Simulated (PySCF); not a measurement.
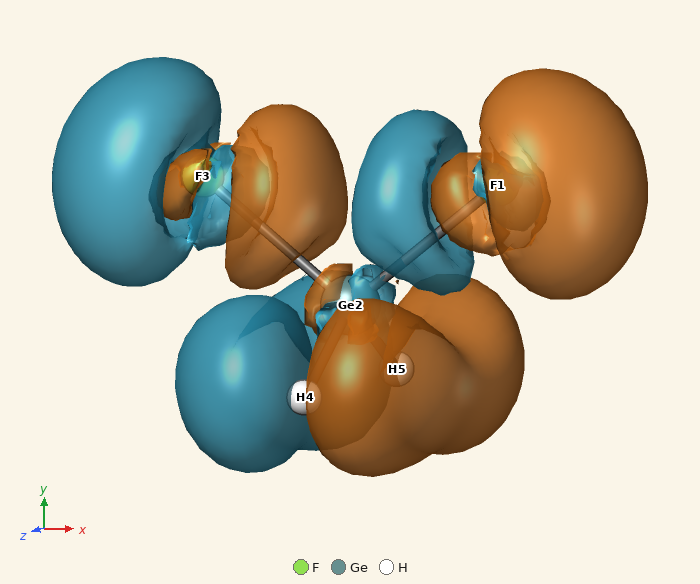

Figure. F$_{2}$GeH$_{2}$, SMILES `F[GeH2]F`. Change of the electron density in a uniform field of 0.21 V/Å, surfaces at ±0.001 e/Å³ (light blue: gain, orange: loss).

Level of theory: B3LYP/def2-SVPD (PySCF), at a geometry from GFN2-xTB. No frequency check shows the geometry to be a minimum. GFN2-xTB bond lengths at metals and heavier atoms can be off by up to 0.1 Å and shapes distorted, which carries into these values.

Along which Cartesian direction does the field point?

Along +x: electrons gather on the −x side, against the field.

What dipole is induced, and what polarisability does it imply?

The induced dipole is 0.29 D (along the field); α along this axis, from the fields in both directions, is 29 bohr³ (4.2 Å³).

Which atoms gain and lose the most charge?

Electrons gather most on F3 (Hirshfeld charge changes by −0.008 e) and leave F1 most (+0.008 e); 0.030 electrons are displaced in all.

The PySCF run took 15 s on 1 thread of Arm Neoverse V1, on a shared host, peak memory 0.47 GiB.
